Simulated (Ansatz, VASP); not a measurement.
## Sc in two plane-wave programs

One calculation is typed for both programs; each brings its own data sets and cutoff. How far apart do they land? The cell comes out of the VASP series on this material, whose earlier steps may have relaxed, scaled or displaced it; both programs get it as it stands.

Main program and level: Ansatz 0.2.0; plane waves, with VASP 6.6.1 beside it; relaxation of cell and atoms at LDA.

## Step 1: Starting point

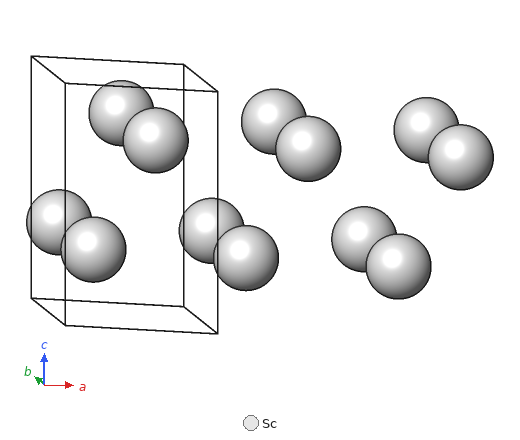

Start, viewed slightly off an axis; scandium white. 3×2×1 cells are drawn.

As a file:

```cif
data_structure
_symmetry_space_group_name_H-M 'P6_3/mmc'
_symmetry_Int_Tables_number 194
_cell_length_a 3.2341
_cell_length_b 3.2341
_cell_length_c 4.9678
_cell_angle_alpha 90.000
_cell_angle_beta 90.000
_cell_angle_gamma 120.000
_cell_volume 45.00
loop_
_atom_site_label
_atom_site_type_symbol
_atom_site_symmetry_multiplicity
_atom_site_Wyckoff_symbol
_atom_site_fract_x
_atom_site_fract_y
_atom_site_fract_z
_atom_site_occupancy
Sc1 Sc 2 c 0.66667 0.33333 0.75000 1
```

## Step 2: Ansatz: relaxation of cell and atoms, LDA

Ansatz runs on its default PAW (the set named soft_2) files.

The relaxed volume is the usual yardstick between codes: its relative difference is about their pressure difference at one cell divided by the bulk modulus.

File input.yaml:

```yaml
crystal:
  lattice:
    - [3.2341270181, 0.0, 0.0]
    - [-1.6170635091, 2.8008361567, 0.0]
    - [0.0, 0.0, 4.9677604708]
  atoms:
    - { symbol: Sc, position: [0.6666666667, 0.3333333333, 0.75] }
    - { symbol: Sc, position: [0.3333333333, 0.6666666667, 0.25] }
hamiltonian:
  xc: lda
  pseudopotentials: { kind: paw }
kpoints:
  mp_grid: { grid: [10, 10, 6] }
scf:
  occupations: { method: methfessel_paxton, width: 0.1 }
relax:
  f_tol: 0.01
  max_steps: 60
  cell: { stress_tol: 0.05 }
output:
  forces: true
  stress: true
```

Command:

```bash
$ ansatz run input.yaml --threads 4 --pin off --max-ram 9216MiB --backend cpu --events-out ev --progress --plain --runs-dir out
```

Numbers of over 12 decimals in the logs are rounded to 6 here.

Log:

```text
Engine: ansatz 0.2.0, aarch64-unknown-linux-gnu
Pseudopotentials: kind: paw
Pseudopotential: Sc, paw, valence charge 11, recommended cutoff 420 eV (normal), Sc.paw.azcp
Functional definition: SPW92
  exchange = slater_x
  correlation = pw_c
Crystal: 2 atoms, lattice volume = 44.999 Å³
Basis set: ecut = 420 eV, 905 PW (Γ)
Bands: 15, of which v1, the nominal top of the filled ones, is band 11 counted from 1 (10 counted from 0)
Symmetry: 24 space group operations
Space group: P63/mmc (ITA 194), of the structure as read, at distance tolerance 3.6e-5 Å
k-points: 56 of 600
Non-local potential: Sc, projectors of the file, l = 0: 3, l = 1: 2, l = 2: 3, l = 3: 1
PAW form: soft (Blöchl's): semilocal exchange-correlation on the pseudo side does not see the compensation charge
PAW frozen core: Sc, regenerated for the run's functional, and the local potential with it (the file was generated under x = pbe(κ = 0.804, μ = 0.219515), c = pbe(β = 0.066725))
PAW one-centre angular grid: Sc, 590 points (default); XC on 64 Gauss nodes
Initial density: superposition of atomic densities (neutral atoms: chi_scale 0, normalization atom), corrected by the library's trained network
Initial wavefunctions: pseudopotential atomic-orbital guess
Functional: x = slater, c = lda
SCF iter   1: F=—  HF=-4178.032898 eV  |F-HF|=—  |Δ(HF+E_count)|=         —  Δρ=5.13e-3  dr2=6.55e-3  ethr=1.77e-3  ⟨swp⟩=3.2  Hψ=3500  notcnv=0
preconditioner: auto → none  [metal: Δε(μ)=0.048 eV  Ē_g=2.604 eV  σ=0.100 eV  W_gap=0.39  n_scr=8 (ndim 8)  ℏωp=13.6 eV  f_vac=0.000  D(μ)=2.81/eV (n_scr^D=22)  sad-step TF]
SCF iter   2: F=—  HF=-4178.031916 eV  |F-HF|=—  |Δ(HF+E_count)|=   9.82e-4  S|Δr|=    0.00e0  Δρ=2.87e-3  dr2=2.21e-3  ethr=2.98e-5  ⟨swp⟩=1.0  Hψ=1288  notcnv=0
SCF iter   3: F=—  HF=-4178.031914 eV  |F-HF|=—  |Δ(HF+E_count)|=   2.57e-6  S|Δr|=    0.00e0  Δρ=4.13e-4  dr2=5.17e-5  ethr=1.00e-5  ⟨swp⟩=1.8  Hψ=935  notcnv=0
SCF iter   4: F=—  HF=-4178.031899 eV  |F-HF|=—  |Δ(HF+E_count)|=   1.45e-5  S|Δr|=    0.00e0  Δρ=3.61e-5  dr2=4.84e-7  ethr=2.35e-7  ⟨swp⟩=2.1  Hψ=1376  notcnv=0
SCF iter   5: F=-4178.031899 eV  HF=-4178.031899 eV  |F-HF|=1.70e-9  |Δ(HF+E_count)|=   1.07e-8  S|Δr|=    0.00e0  Δρ=6.66e-6  dr2=1.09e-8  ethr=4.55e-10  ⟨swp⟩=4.0  Hψ=2509  notcnv=0
SCF 1 converged in 5 iterations: F = -4178.031899 eV  dr2 = 1.09e-8
  greatest PAW one-centre occupation: 0.998 electrons in one spin orbital (limit 2), on the Sc atom at site 1 (counted from 0), in its partial waves of l = 0
relax step   1: F+E_penalty+E_count = -4178.03189918 eV  Δ(F+E_penalty+E_count) = +0.000e0 eV  max|allowed force component| = 6.939e-17 eV/Å  Δτ_max = 0.0000 Å  P = -0.111 GPa  Ω = 44.999 Å³  (5 SCF iters, dr2 threshold 1.00e-7 eV, accepted)
[...]
relax step   2: F+E_penalty+E_count = -4178.03192972 eV  Δ(F+E_penalty+E_count) = -3.053e-5 eV  max|allowed force component| = 3.701e-17 eV/Å  Δτ_max = 0.0000 Å  P = +0.042 GPa  Ω = 44.887 Å³  energy of the carried Pulay correction = +6.139e-6 eV  (3 SCF iters, dr2 threshold 3.74e-8 eV, accepted)
[...]
relax step   3: F+E_penalty+E_count = -4178.03192432 eV  Δ(F+E_penalty+E_count) = +5.394e-6 eV  max|allowed force component| = 4.163e-17 eV/Å  Δτ_max = 0.0000 Å  P = +0.042 GPa  Ω = 44.887 Å³  stress off target by 4.79e-2 GPa  SCF on the basis re-selected at this cell (its energy is not comparable with the rows above)  (4 SCF iters)
basis re-selected at this cell: Δ(F+E_penalty+E_count) = +5.394e-6 eV, ΔP = -0.000 GPa vs the last step (what re-selecting the basis moved, of the pressure what is left beyond the Pulay correction that the steps carried, after the strain that the cell walked since its last selection, with what the two solves' SCF thresholds leave and, on support functions, any second-order correction that the steps lacked; it is no m [...]
SCF converged after 4 iterations
Stability not checked: this state was not tested for a lower state beside it, because cold or Methfessel-Paxton smearing, or corrected tetrahedra, fill the levels in a way that the test cannot read (fill_not_monotonic; see scf.lower_state_search)
Free energy (F): -4178.031924 eV
Harris-Foulkes:  -4178.031924 eV  (|F-HF|=9.09e-13)
Internal energy: -4178.033788 eV  (E = F + TS)
E sigma→0 (E₀):  -4178.032390 eV
Entropy (-TS):   0.001864 eV (0.932 meV/atom)
Fermi energy:    10.069840 eV
Step filling:    the computed levels leave a gap of 0.0511 eV = 0.5 smearing widths at the electron count; against every level under it full and every level over it empty, smearing changes F+E_penalty+E_count by +1.163 meV and its σ→0 estimate by +0.698 meV
--- Per-component energies (eV) ---
  E_band       = -310.977425
  E_kinetic    = 523.047287
  E_local      = -1616.575664  (includes V_loc(G=0)·N_el)
  E_nonlocal   = 174.810927
  E_hartree    = 550.045883
  E_xc         = -206.480604
  E_vxc        = -257.420764  (∫ρ·V_xc dr)
  E_paw        = -1820.414843  (= ΣΔE_a)
  E_vpaw       = -234.930997  (= ΣTr[D̂ρ^β])
  E_aug_tail   = 0.000018  (compensation charges beyond the density's cutoff)
  E_ewald      = -1783.076637
  E_core_change = 0.609846  (= ΣΔE_core)
  E_smearing   = 0.001864  (= −TS)
  E_closure    = 0.000000  (closes the sum)
  Σ components = -4178.031924   (vs F -4178.031924, Δ=0.00e0)
--- Forces (eV/Å), atoms counted from 1 ---
  atom   1  Sc    -0.00000000    -0.00000000    -0.00000000
  atom   2  Sc     0.00000000     0.00000000     0.00000000
  max |Σ_I F_I| component: 2.78e-17 eV/Å
--- Stress (GPa, compression-positive) ---
        0.047927       0.000000       0.000000
        0.000000       0.047927      -0.000000
        0.000000      -0.000000       0.030696
  P = ⅓ Tr σ = 0.0422 GPa (0.422 kbar)
--- Relaxed structure (2 steps of the walk, 2 accepted, 1 SCFs on fresh bases) ---
  F+E_penalty+E_count = -4178.03192432 eV   max|allowed force component| = 4.163e-17 eV/Å   (the final SCF, on the basis selected at the relaxed cell)
  cell:  # Å, volume = 44.8874 Å³
    - [3.231564, 2.8844612186573098e-11, 0.0]
    - [-1.615782, 2.798617, 0.0]
    - [0.0, 0.0, 4.963274]
  atoms:
    - { symbol: Sc, position: [0.666667, 0.333333, 0.75] }
    - { symbol: Sc, position: [0.333333, 0.666667, 0.250000] }
```

Wall time 1.8 s (4 threads of Arm Neoverse V2, shared host); peak memory 0.34 GiB.

## Step 3: VASP: relaxation of cell and atoms, LDA

The same cell, functional (in two slightly different forms), mesh and smearing now go to VASP, with its own data sets and cutoff.

Lines of VASP's logs that name or quote its potential files are left out, and so is its time.

File INCAR:

```
SYSTEM = Sc
PREC = Accurate
ENCUT = 450
EDIFF = 1E-06
NELM = 100
ISMEAR = 1
SIGMA = 0.1
LREAL = .FALSE.
ALGO = Normal
GGA = CA
NBANDS = 17
LORBIT = 11
LWAVE = .FALSE.
LCHARG = .FALSE.
KPAR = 2
IBRION = 2
NSW = 50
ISIF = 3
EDIFFG = -0.01
```

File POSCAR:

```
Sc
1.0
    3.2341270181      0.0000000000      0.0000000000
   -1.6170635091      2.8008361567      0.0000000000
    0.0000000000      0.0000000000      4.9677604708
Sc
2
Direct
    0.6666666667      0.3333333333      0.7500000000
    0.3333333333      0.6666666667      0.2500000000
```

File KPOINTS:

```
Automatic mesh
0
Gamma
10 10 6
0 0 0
```

The projector-augmented-wave data sets are Sc_sv (LDA family, release 64).

Command:

```bash
$ mpirun -np 2 vasp_std
```

Log:

```text
[banner, memory and clock lines left out]
running    2 mpi-ranks, on    1 nodes
 distrk:  each k-point on    1 cores,    2 groups
 distr:  one band on    1 cores,    1 groups

 POSCAR found type information on POSCAR Sc
 POSCAR found :  1 types and       2 ions
 LDA part: xc-table for (Slater(with rela. corr.)+CA(PZ))
 , standard interpolation
 POSCAR, INCAR and KPOINTS ok, starting setup
 FFT: planning ... GRIDC
 FFT: planning ... GRID_SOFT
 FFT: planning ... GRID
 WAVECAR not read
 entering main loop
       N       E                     dE             d eps       ncg     rms          rms(c)
DAV:   1     0.347154304812E+03    0.34715E+03   -0.10256E+04  1912   0.128E+03
DAV:   2     0.428038635124E+01   -0.34287E+03   -0.33625E+03  2496   0.592E+02
DAV:   3    -0.144516980268E+02   -0.18732E+02   -0.17922E+02  3214   0.172E+02
DAV:   4    -0.147320045313E+02   -0.28031E+00   -0.27796E+00  2770   0.188E+01
DAV:   5    -0.147352632020E+02   -0.32587E-02   -0.32572E-02  3312   0.232E+00    0.833E+00
DAV:   6    -0.136227921279E+02    0.11125E+01   -0.24802E+00  2489   0.194E+01    0.252E+00
DAV:   7    -0.134661474464E+02    0.15664E+00   -0.59514E-01  2609   0.859E+00    0.734E-01
DAV:   8    -0.134526242689E+02    0.13523E-01   -0.24572E-02  2791   0.223E+00    0.207E-01
DAV:   9    -0.134518750209E+02    0.74925E-03   -0.45423E-03  2726   0.764E-01    0.186E-02
DAV:  10    -0.134518968528E+02   -0.21832E-04   -0.67455E-05  2946   0.120E-01    0.388E-03
DAV:  11    -0.134518975206E+02   -0.66777E-06   -0.92548E-07  1980   0.115E-02
   1 F= -.13451898E+02 E0= -.13452522E+02  d E =-.134519E+02
 curvature:   0.00 expect dE= 0.000E+00 dE for cont linesearch  0.000E+00
 trial: gam= 0.00000 g(F)=  0.174E-47 g(S)=  0.109E-04 ort = 0.000E+00 (trialstep = 0.100E+01)
 search vector abs. value=  0.109E-04
 reached required accuracy - stopping structural energy minimisation
```

OUTCAR, selected parts (step 3):

```text
ion  position               nearest neighbor table
   1  0.667  0.333  0.750-   2 3.11   2 3.11   2 3.11   2 3.11   2 3.11   2 3.11
   2  0.333  0.667  0.250-   1 3.11   1 3.11   1 3.11   1 3.11   1 3.11   1 3.11

  LATTYP: Found a hexagonal cell.
 ALAT       =     3.2341270181
 C/A-ratio  =     1.5360437123

 Subroutine GETGRP returns: Found 24 space group operations
 (whereof 12 operations were pure point group operations)

The static configuration has the point symmetry D_3d.
 The point group associated with its full space group is D_6h.

 Found     56 irreducible k-points:

   k-points           NKPTS =     56   k-points in BZ     NKDIM =     56   number of bands    NBANDS=     17

   dimension x,y,z NGX =    24 NGY =   24 NGZ =   36
   dimension x,y,z NGXF=    48 NGYF=   48 NGZF=   72

   ENCUT  =  450.0 eV  33.07 Ry    5.75 a.u.   5.59  5.59  8.59*2*pi/ulx,y,z

   NELECT =      22.0000    total number of electrons

 k-points in reciprocal lattice and weights: Automatic mesh
   0.00000000  0.00000000  0.00000000       0.002
   0.10000000  0.00000000  0.00000000       0.010
   0.20000000  0.00000000  0.00000000       0.010
   0.30000000  0.00000000  0.00000000       0.010
   0.40000000  0.00000000  0.00000000       0.010
   0.50000000  0.00000000  0.00000000       0.005
   0.10000000  0.10000000  0.00000000       0.010
   0.20000000  0.10000000  0.00000000       0.020
   0.30000000  0.10000000  0.00000000       0.020
[...]
0.40000000  0.20000000  0.50000000       0.010
   0.30000000  0.30000000  0.50000000       0.010

 average (electrostatic) potential at core
       1 -46.4075       2 -46.4075

 E-fermi :   3.9932

 k-point     1 :       0.0000    0.0000    0.0000
  band No.  band energies     occupation
    ...
      6     -23.2796      2.00000
      7     -23.2796      2.00000
      8     -23.2326      2.00000
      9      -1.2245      2.00000
     10       2.2500      2.00000
     11       5.0556     -0.00000
     12       5.6316     -0.00000
     13       5.6316     -0.00000
     14       6.0279      0.00000
     15       6.1632      0.00000
    ...

 k-point     2 :       0.1000    0.0000    0.0000
  band No.  band energies     occupation
    ...
      6     -23.3149      2.00000
      7     -23.2834      2.00000
      8     -23.2418      2.00000
      9      -0.9902      2.00000
     10       2.4386      2.00000
     11       4.7773     -0.00000
     12       5.2602     -0.00000
     13       5.8074     -0.00000
     14       6.0168      0.00000
     15       6.2331      0.00000
    ...

 k-point     3 :       0.2000    0.0000    0.0000
  band No.  band energies     occupation
    ...
      6     -23.4043      2.00000
      7     -23.2944      2.00000
      8     -23.2691      2.00000
      9      -0.3257      2.00000
     10       2.8977      2.00000
     11       4.2129     -0.00804
     12       4.6636     -0.00000
     13       5.7205     -0.00000
     14       5.9330     -0.00000
     15       5.9647     -0.00000
    ...

  Total       -0.0097979     -0.0097979     -0.0161507      0.0000000      0.0000000      0.0000000
  in kB       -0.3488481     -0.3488481     -0.5750379      0.0000000      0.0000000      0.0000000
  external PRESSURE =      -0.4242447 kB  Pullay stress =       0.0000000 kB

  energy-cutoff  :      450.00
  volume of cell :       45.00
      direct lattice vectors                 reciprocal lattice vectors
     3.234127018  0.000000000  0.000000000     0.309202451  0.178518118  0.000000000
    -1.617063509  2.800836157  0.000000000     0.000000000  0.357036236  0.000000000
     0.000000000  0.000000000  4.967760471     0.000000000  0.000000000  0.201297950

 POSITION                                       TOTAL-FORCE (eV/Angst)
 -----------------------------------------------------------------------------------
      1.61706      0.93361      3.72582         0.000000      0.000000      0.000000
     -0.00000      1.86722      1.24194        -0.000000     -0.000000      0.000000
 -----------------------------------------------------------------------------------
    total drift:                               -0.000000      0.000000     -0.000000

  FREE ENERGIE OF THE ION-ELECTRON SYSTEM (eV)
  ---------------------------------------------------
  free  energy   TOTEN  =       -13.4518975206 eV

  energy  without entropy=      -13.4537715310  energy(sigma->0) =      -13.45252219

 reached required accuracy - stopping structural energy minimisation

 total charge
# of ion       s       p       d       tot
------------------------------------------
    1        2.298   6.110   1.098   9.507
    2        2.298   6.110   1.098   9.507
--------------------------------------------------
tot          4.597  12.221   2.196  19.013

[... 3 further parts left out ...]
```

## Step 4: Comparison

Known differences besides the PAW data sets themselves: the two LDA forms differ slightly; both relaxations stop at a tolerance, which leaves soft axes loose, and VASP keeps its plane-wave basis; the cutoff is 420 eV in Ansatz and 450 eV in VASP; Ansatz makes its cores anew for this functional, VASP keeps those of its LDA data sets; Ansatz adds a Pulay correction to the stress that steers its cell, VASP none. Total energies have different zeros and are not compared.

Compared:

| quantity | Ansatz | VASP | difference |
| --- | --- | --- | --- |
| volume (Å³) | 44.89 | 45.00 | -0.25 % |
| edge a after relaxation, in the typed setting (Å) | 3.232 | 3.234 | -0.08 % |
| edge c after relaxation, in the typed setting (Å) | 4.963 | 4.968 | -0.09 % |

The walks stopped with 0.04 GPa left in Ansatz and -0.04 GPa in VASP; each walk ends within a tolerance, so the volume difference is uncertain by about these residues over the bulk modulus, most in soft cells.

## Step 5: Summary of results

```
difference in volume (relaxation of cell and atoms, LDA) : -0.25 %
```

What this shows: The difference in volume is -0.25 % (relaxation of cell and atoms, LDA), within the 1.2 % picked in this series as the mark of a large difference, as far as the stopping tolerances let one tell. Differences of this kind measure data sets and numerical settings, not the functional's error against experiment.

[Lines on the potential files, build, host, timing and source positions are cut from VASP's logs without a mark.]

[Logs are printed without paths, hosts, clocks, repeated set-up lines and the standing remarks that a program may print on its own settings, such as how far it seeks lower states.]

[Hosts, paths, dates, database ids (printed as entryN), source tags and the programs' standing remarks are cut or masked in the printed files.]
